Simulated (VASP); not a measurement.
**A VASP study of Si2Mo (PBE + D3(BJ)): structure first, properties next**

How well does PBE + D3(BJ) reproduce what experiment finds for Si2Mo? The cell is relaxed first, and properties follow on it. The steps: full relaxation (PBE + D3(BJ)), second relaxation, density, ELF and potential (PBE + D3(BJ)), bands along the symmetry lines (PBE + D3(BJ)), density of states (PBE + D3(BJ)), band structure (PBE + D3(BJ) + SOC) and vibrations at Γ (PBE + D3(BJ)). The start is a cell from a database of measured crystal structures.

Main program and level: VASP 6.6.1; PBE with D3(BJ); plane waves and PAW (Si, Mo_sv), in the first sound run; inputs show where later runs differ.

**What experiment says.**

For MoSi2, tetragonal MoSi2-type (Czochralski-grown material), “Giant magnetoresistance, Fermi surface topology, Shoenberg effect and vanishing quantum oscillations in type-II Dirac semimetal candidates MoSi2 and WSi2” (2022, arxiv:2202.05362) gives, by powder X-ray diffraction: lattice constant a 3.20519 Å; lattice constant c 7.84461 Å.

Report form: the programs' logs are mostly left out.

The database entry behind the starting cell is an old determination (1927), so it need not match the best structure at ambient conditions.

## 1. Set-up

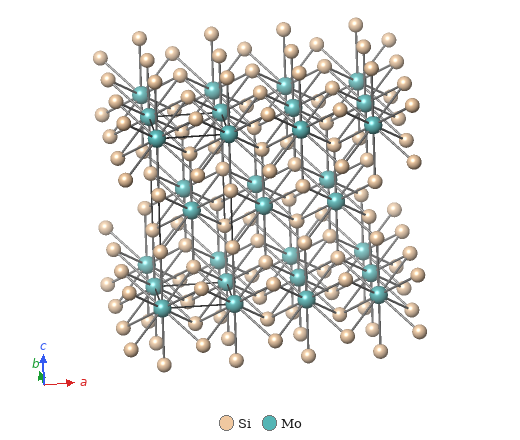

The starting structure, seen slightly off an axis (silicon light orange, molybdenum teal). 3×2×1 cells are drawn. This picture shows the conventional cell, with its axes. Some periodic images of atoms are drawn too.

Structure file:

```
Si Mo
1.0
    -1.60000    1.60000    3.93050
     1.60000   -1.60000    3.93050
     1.60000    1.60000   -3.93050
Si Mo
2 1
Direct
  0.33300 0.33300 0.00000
  0.66700 0.66700 0.00000
  0.00000 0.00000 0.00000
```

## 2. Full relaxation (PBE + D3(BJ))

The start need not lie at this functional's minimum. ISIF = 3 frees volume, shape and positions, and EDIFFG sets the threshold on forces and stress at which the search stops. PBE, the usual starting point, adds the gradient of the density. A dispersion term adds the long-range attraction that semilocal functionals lack. D3 with Becke-Johnson damping keeps a finite attraction at short range.

Contents of INCAR:

```
SYSTEM = Si2Mo
PREC = Accurate
ENCUT = 400
EDIFF = 1E-06
NELM = 100
ISMEAR = 0
SIGMA = 0.05
LREAL = .FALSE.
ALGO = Normal
GGA = PE
IVDW = 12
NBANDS = 17
LASPH = .TRUE.
LORBIT = 11
LWAVE = .FALSE.
LCHARG = .FALSE.
KPAR = 2
IBRION = 2
NSW = 60
ISIF = 3
EDIFFG = -0.01
```

Contents of POSCAR:

```
Si2Mo
1.0
   -1.6000000000      1.6000000000      3.9305000000
    1.6000000000     -1.6000000000      3.9305000000
    1.6000000000      1.6000000000     -3.9305000000
Si Mo
2 1
Direct
    0.3330000000      0.3330000000      0.0000000000
    0.6670000000      0.6670000000      0.0000000000
    0.0000000000      0.0000000000      0.0000000000
```

Contents of KPOINTS:

```
Automatic mesh
0
Gamma
10 10 10
0 0 0
```

PAW data sets: Si and Mo_sv (PBE family, release 64).

Launch:

```
mpirun -np 2 vasp_std
```

It took 91 s on 2 MPI ranks of AMD EPYC 7R43, shared host; peak memory 0.36 GiB; 2.7 min of CPU time.

Dispersion corrections of this kind ignore metallic screening and tend to overbind metals. The run keeps the 16 symmetry operations of its start, so it cannot find a distortion of lower symmetry.

Step by step:

| step | energy less that of the first step (eV) | largest force (eV/Å) | pressure (GPa) | volume (Å³) |
| --- | --- | --- | --- | --- |
| 1 | 0.0000 | 0.3118 | -5.09 | 40.25 |
| 2 | 0.0288 | 0.1173 | 10.09 | 37.82 |
| 3 | -0.0178 | 0.1669 | 0.26 | 39.29 |
| 4 | -0.0178 | 0.1635 | 0.34 | 39.28 |
| 5 | -0.0193 | 0.0152 | 0.12 | 39.34 |
| 6 | -0.0193 | 0.0017 | 0.11 | 39.34 |

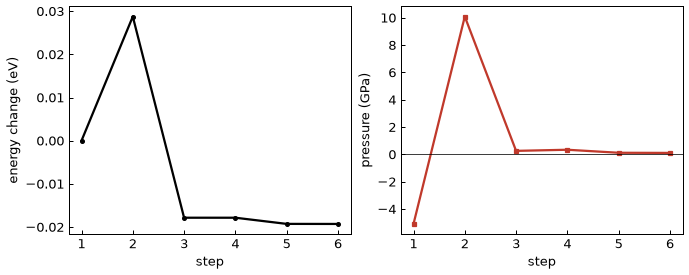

Energy and pressure along the relaxation.

| conventional cell, symmetrised | before | after | change |
| --- | --- | --- | --- |
| a (Å) | 3.200 | 3.178 | -0.7 % |
| b (Å) | 3.200 | 3.178 | -0.7 % |
| c (Å) | 7.861 | 7.790 | -0.9 % |
| volume (Å³/atom) | 13.42 | 13.11 | -2.3 % |

The atoms that moved most (Å, as changes of fractional coordinates times the final cell):

| atom | dx | dy | dz | length |
| --- | --- | --- | --- | --- |
| Si2 | 0.000 | 0.000 | -0.014 | 0.014 |
| Si1 | 0.000 | 0.000 | 0.014 | 0.014 |

Final coordinates:

```xyz
3
Lattice="-1.5891 1.5891 3.8951 1.5891 -1.5891 3.8951 1.5891 1.5891 -3.8951" Properties=species:S:1:pos:R:3 pbc="T T T"
Si    0.0000    0.0000    2.6081
Si    0.0000    0.0000    5.1821
Mo    0.0000    0.0000    0.0000
```

Numbers from this step:

```yaml
electrons: 22
bands: 17
irreducible_k_points: 102
symmetry_operations: 16
free_energy_toten: -25.00 eV
energy_at_zero_smearing: -25.00 eV
fermi_energy: 12.53 eV
pressure: 0.1099 GPa
metallic: yes
scf_cycles_over_all_ionic_steps: 42
```

It ends with a largest force of 0.002 eV/Å and a pressure of 0.11 GPa. The volume lies -2.3 % from that of the database's start, which holds the thermal and zero-point expansion of its experiment.

## 3. Second relaxation

The basis stayed that of the start cell while the cell moved. A rerun from the cell reached resets it; the error of the finite cutoff stays.

INCAR is that of step 2.

Contents of POSCAR:

```
Si2Mo
1.0
   -1.5890689334      1.5890689334      3.8950969645
    1.5890689334     -1.5890689334      3.8950969645
    1.5890689334      1.5890689334     -3.8950969645
Si Mo
2 1
Direct
    0.3347889275      0.3347889275      0.0000000000
    0.6652110725      0.6652110725      0.0000000000
    0.0000000000      0.0000000000      0.0000000000
```

KPOINTS is that of step 2.

Launch:

```
mpirun -np 2 vasp_std
```

Run time: 28 s. Hardware: 2 MPI ranks; peak memory 0.36 GiB; 48 s of CPU time.

Little changed from the start: no atom moved by 0.005 Å and no cell edge by 0.1 %.

Numbers from this step:

* free energy (TOTEN): -24.99 eV
* energy at zero smearing: -24.99 eV
* pressure: 0.06030 GPa
* SCF cycles over all ionic steps: 13

It ends with a largest force of 0.002 eV/Å and a pressure of 0.06 GPa. The volume moved by under 0.01 %: the run met its threshold at the first step.

## 4. Density, ELF and potential (PBE + D3(BJ))

The relaxed cell gets a fresh self-consistent run, on a basis set for its own volume, to fix the density and to check the remaining stress.

INCAR, as its differences from that of step 3:

```diff
@@ -15,7 +15,5 @@
 LWAVE = .FALSE.
-LCHARG = .FALSE.
-KPAR = 2
-IBRION = 2
-NSW = 60
-ISIF = 3
-EDIFFG = -0.01
+LCHARG = .TRUE.
+ISIF = 2
+LELF = .TRUE.
+LVHAR = .TRUE.
```

POSCAR is that of step 3.

KPOINTS is that of step 3.

Launch:

```
mpirun -np 2 vasp_std
```

Elapsed: 32 s, on 2 MPI ranks; peak memory 0.29 GiB; 56 s of CPU time.

This step gave:

```yaml
scf_cycles: 13
bands: 18
pressure: 0.06203 GPa
```

Valence electrons inside each PAW sphere by angular momentum. Sphere charges, by row:

| atom | s (e) | p (e) | d (e) | tot (e) |
| --- | --- | --- | --- | --- |
| Si1 | 0.741 | 0.892 | 0 | 1.634 |
| Si2 | 0.741 | 0.892 | 0 | 1.634 |
| Mo3 | 2.291 | 6.219 | 4.224 | 12.73 |

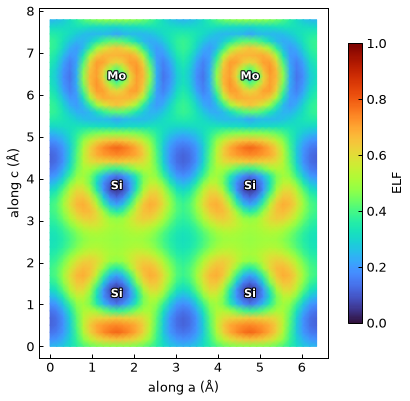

ELF in the ac plane of the conventional cell at fractional y = 0.000, with atoms of Si and Mo within 0.2 Å of it. It is the smooth field of the valence electrons, not physical close to the nuclei. The map starts off the cell's origin, so that atoms lie inside it.

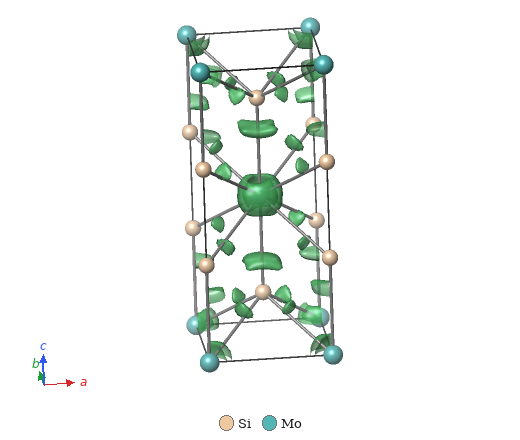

Surface of ELF = 0.7.

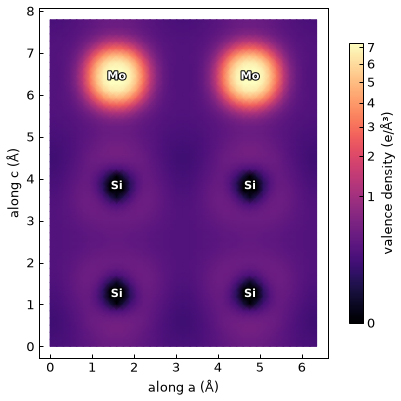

Valence density in the ac plane of the conventional cell at fractional y = 0.000, with atoms of Si and Mo within 0.2 Å of it. It is the smooth field of the valence electrons, not physical close to the nuclei. The map starts off the cell's origin, so that atoms lie inside it. The colour scale is stretched toward low values.

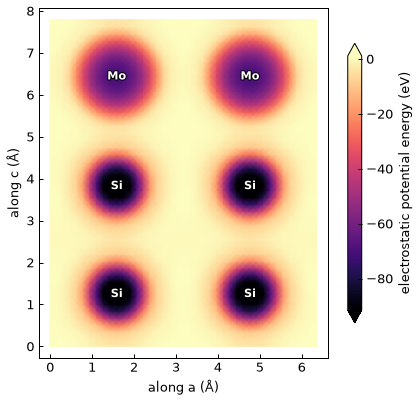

Electrostatic potential energy in the ac plane of the conventional cell at fractional y = 0.000, with atoms of Si and Mo within 0.2 Å of it. With pseudopotentials it is smooth inside the atoms' cores, unlike the true potential. The map starts off the cell's origin, so that atoms lie inside it.

In this run the pressure is 0.06 GPa, small enough to go on.

## 5. Bands along the symmetry lines (PBE + D3(BJ))

Levels along the symmetry lines show where the bands peak and cross; KPOINTS_OPT computes them in the converged potential.

Contents of INCAR:

```
SYSTEM = Si2Mo
PREC = Accurate
ENCUT = 400
EDIFF = 1E-06
NELM = 100
ISMEAR = 0
SIGMA = 0.05
LREAL = .FALSE.
ALGO = Normal
GGA = PE
IVDW = 12
NBANDS = 24
LASPH = .TRUE.
LORBIT = 11
LWAVE = .FALSE.
LCHARG = .FALSE.
KPAR = 2
```

POSCAR is that of step 4.

KPOINTS is that of step 4.

Contents of KPOINTS_OPT:

```
Line mode
16
Line-mode
Reciprocal
  0.00000000   0.00000000   0.00000000 GAMMA
 -0.50000000   0.50000000   0.00000000 X

 -0.50000000   0.50000000   0.00000000 X
 -0.50000000   0.50000000  -0.08321832 Y

 -0.50000000   0.50000000  -0.08321832 Y
 -0.29160916   0.29160916  -0.29160916 S

 -0.29160916   0.29160916  -0.29160916 S
  0.00000000   0.00000000   0.00000000 GAMMA

  0.00000000   0.00000000   0.00000000 GAMMA
  0.50000000   0.50000000  -0.50000000 Z

  0.50000000   0.50000000  -0.50000000 Z
  0.29160916   0.70839084  -0.70839084 S1

  0.29160916   0.70839084  -0.70839084 S1
  0.00000000   0.50000000  -0.50000000 N

  0.00000000   0.50000000  -0.50000000 N
 -0.25000000   0.75000000  -0.25000000 P

 -0.25000000   0.75000000  -0.25000000 P
  0.08321832   0.91678168  -0.50000000 Y1

  0.08321832   0.91678168  -0.50000000 Y1
  0.50000000   0.50000000  -0.50000000 Z

 -0.50000000   0.50000000   0.00000000 X
 -0.25000000   0.75000000  -0.25000000 P
```

Launch:

```
mpirun -np 2 vasp_std
```

Elapsed: 67 s, on 2 MPI ranks; peak memory 0.42 GiB; 1.9 min of CPU time.

Spin-orbit coupling is off here; it would split degenerate levels.

This step gave:

| Item | Value |
| --- | --- |
| SCF cycles | 12 |
| bands | 24 |
| pressure | 0.001261 GPa |

The electronic bands at the labelled points (eV, zero at the Fermi level; # counts the bands kept):

| point | #4 | #5 | #6 | #7 | #8 | #9 | #10 | #11 |
| --- | --- | --- | --- | --- | --- | --- | --- | --- |
| Γ | -3.08 | -2.61 | -2.61 | 0.46 | 3.17 | 3.35 | 3.67 | 3.67 |
| X | -5.13 | -4.46 | -3.07 | -1.13 | 2.47 | 2.90 | 3.28 | 3.47 |
| Y | -4.46 | -3.78 | -2.94 | -1.72 | 1.90 | 2.16 | 2.77 | 5.00 |
| S | -2.79 | -2.46 | -2.26 | -0.36 | 1.63 | 3.11 | 3.75 | 4.73 |
| Γ | -3.08 | -2.61 | -2.61 | 0.46 | 3.17 | 3.35 | 3.67 | 3.67 |
| Z | -2.19 | -0.52 | -0.52 | -0.41 | -0.41 | 0.60 | 4.88 | 5.47 |
| S1 | -2.79 | -2.46 | -2.26 | -0.36 | 1.63 | 3.11 | 3.75 | 4.73 |
| N | -4.49 | -2.58 | -2.56 | -0.46 | 2.42 | 3.20 | 4.31 | 4.34 |
| P | -6.16 | -2.68 | -2.04 | -2.04 | 0.42 | 2.47 | 4.14 | 4.14 |
| Y1 | -4.46 | -3.78 | -2.94 | -1.72 | 1.90 | 2.16 | 2.77 | 5.00 |
| Z | -2.19 | -0.52 | -0.52 | -0.41 | -0.41 | 0.60 | 4.88 | 5.47 |
| jump to X | -5.13 | -4.46 | -3.07 | -1.13 | 2.47 | 2.90 | 3.28 | 3.47 |
| P | -6.16 | -2.68 | -2.04 | -2.04 | 0.42 | 2.47 | 4.14 | 4.14 |

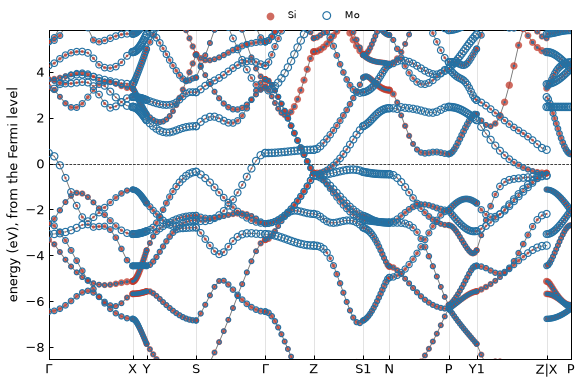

Electronic bands along the path; dots are coloured as in the legend, and their area grows with the weight.

There is no gap at this level.

## 6. Density of states (PBE + D3(BJ))

A density of states needs more k-points than a total energy; ISMEAR = -5 takes tetrahedra, and LORBIT projects the states on the PAW spheres. The mesh is finer than in the run before.

INCAR, as its differences from that of step 5:

```diff
@@ -5,3 +5,3 @@
 NELM = 100
-ISMEAR = 0
+ISMEAR = -5
 SIGMA = 0.05
@@ -17 +17,2 @@
 KPAR = 2
+NEDOS = 2001
```

POSCAR is that of step 5.

Contents of KPOINTS:

```
Automatic mesh
0
Gamma
14 14 14
0 0 0
```

Launch:

```
mpirun -np 2 vasp_std
```

The job ended after 93 s (2 MPI ranks; peak memory 0.52 GiB).

With tetrahedra the forces and stress of a metal are not exact derivatives of the energy.

This step gave:

```
SCF cycles             : 14
irreducible k-points   : 244
Fermi energy           : 12.59 eV
pressure               : 0.04650 GPa
DOS at the Fermi level : 0.2416 states/eV/cell
```

The density of states has structure finer than the step of the table below, so its rows give means over 1 eV, whole bins alone (the curve runs from -12.0 to 5.24 eV). Peaks (eV: height): total -2.4: 4.76, 2.2: 2.56, 3.6: 2.23, 4.5: 2.42; Mo d -2.3: 2.14, 2.2: 1.57, 3.6: 0.839; Si p -6.1: 0.346, -2.4: 0.668, 4.5: 0.366; Si s -9.9: 0.282, -9.2: 0.379, -8.7: 0.352, 2.4: 0.278; Mo p -8.7: 0.0342, -5.3: 0.0306, -2.0: 0.159.

States under -12.0 eV and over 5.2 eV are left out. Table of density of states by energy, zero at the Fermi level; means over each step; values in states/eV/cell:

| energy (eV) | total | Mo d | Si p | Si s | Mo p | Mo s |
| --- | --- | --- | --- | --- | --- | --- |
| -11 | 0.517 | 0.0141 | 0.0236 | 0.176 | 0.0137 | 0.0187 |
| -10 | 0.681 | 0.0422 | 0.0389 | 0.223 | 0.0176 | 0.0186 |
| -9 | 0.920 | 0.0966 | 0.0609 | 0.286 | 0.0230 | 0.0205 |
| -8 | 0.730 | 0.102 | 0.0708 | 0.190 | 0.0135 | 0.0109 |
| -7 | 0.510 | 0.0923 | 0.0748 | 0.0857 | 0.00585 | 0.0128 |
| -6 | 1.12 | 0.186 | 0.264 | 0.0289 | 0.0222 | 0.0451 |
| -5 | 0.874 | 0.175 | 0.171 | 0.0618 | 0.0181 | 0.0236 |
| -4 | 1.36 | 0.418 | 0.191 | 0.0879 | 0.0236 | 0.0571 |
| -3 | 2.32 | 1.00 | 0.306 | 0.0711 | 0.0466 | 0.0348 |
| -2 | 3.15 | 1.33 | 0.460 | 0.0478 | 0.111 | 0.0158 |
| -1 | 1.05 | 0.651 | 0.0894 | 0.0113 | 0.0102 | 5.5e-4 |
| 0 | 0.320 | 0.195 | 0.0327 | 0.00567 | 0.00278 | 2.3e-4 |
| 1 | 0.888 | 0.436 | 0.105 | 0.0647 | 0.00802 | 0.00248 |
| 2 | 2.16 | 1.19 | 0.198 | 0.164 | 0.0218 | 0.0183 |
| 3 | 1.67 | 0.651 | 0.206 | 0.145 | 0.0226 | 0.0452 |
| 4 | 2.01 | 0.696 | 0.254 | 0.101 | 0.0301 | 0.0965 |

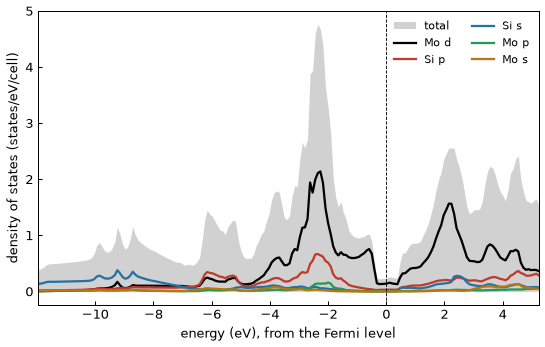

Density of states against energy.

The finer mesh and the other smearing move the Fermi level by +0.06 eV from the 10×10×10 run, one measure of the sampling error in the zero of the bands above. Of the states within 0.3 eV of the Fermi level, the largest shares in the PAW spheres are Mo d 58 % and Si p 13 %. The rest lies in smaller channels or between the spheres.

## 7. Band structure (PBE + D3(BJ) + SOC)

This step: PBE with D3(BJ), spin-orbit coupling; plane waves and PAW (Si, Mo_sv) (VASP 6.6.1).

Levels along the symmetry lines show where the bands peak and cross; KPOINTS_OPT computes them in the converged potential. Spin-orbit coupling needs spinors and the noncollinear program, where each band holds one electron.

Contents of INCAR:

```
SYSTEM = Si2Mo
PREC = Accurate
ENCUT = 400
EDIFF = 1E-06
NELM = 100
ISMEAR = 0
SIGMA = 0.05
LREAL = .FALSE.
ALGO = Normal
GGA = PE
IVDW = 12
LNONCOLLINEAR = .TRUE.
MAGMOM = 0 0 0 0 0 0 0 0 0
NBANDS = 34
GGA_COMPAT = .FALSE.
LASPH = .TRUE.
LSORBIT = .TRUE.
LMAXMIX = 4
LORBIT = 11
LWAVE = .FALSE.
LCHARG = .FALSE.
KPAR = 2
```

POSCAR is that of step 6.

Contents of KPOINTS:

```
Automatic mesh
0
Gamma
8 8 8
0 0 0
```

KPOINTS_OPT is that of step 5.

Launch:

```
mpirun -np 2 vasp_ncl
```

The job ended after 3.1 min (2 MPI ranks; peak memory 0.67 GiB).

This step gave:

- SCF cycles: 13
- bands: 34
- irreducible k-points: 59
- free energy (TOTEN): -25.10 eV
- energy at zero smearing: -25.10 eV
- Fermi energy: 12.57 eV
- pressure: 0.009242 GPa

On-site spin-orbit energy by atom:

| atom | on-site spin-orbit energy (eV) |
| --- | --- |
| Si1 | -0.001 |
| Si2 | -0.001 |
| Mo3 | -0.195 |

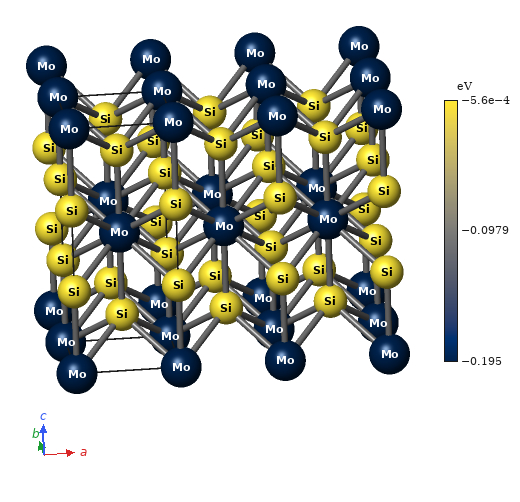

Atoms coloured by on-site spin-orbit energy. 3×2×1 conventional cells are drawn. Some periodic images of atoms are drawn too.

(Continued in part 2 of 2.)

[Lines on the potential files, build, host, timing and source positions are cut from VASP's logs without a mark.]

[Logs are printed without paths, hosts, clocks, repeated set-up lines and the standing remarks that a program may print on its own settings, such as how far it seeks lower states.]

[Hosts, paths, dates, database ids (printed as entryN), source tags and the programs' standing remarks are cut or masked in the printed files.]

[Measured values are set beside computed ones only where the two were judged alike; some that the calculation misses by far are left out.]
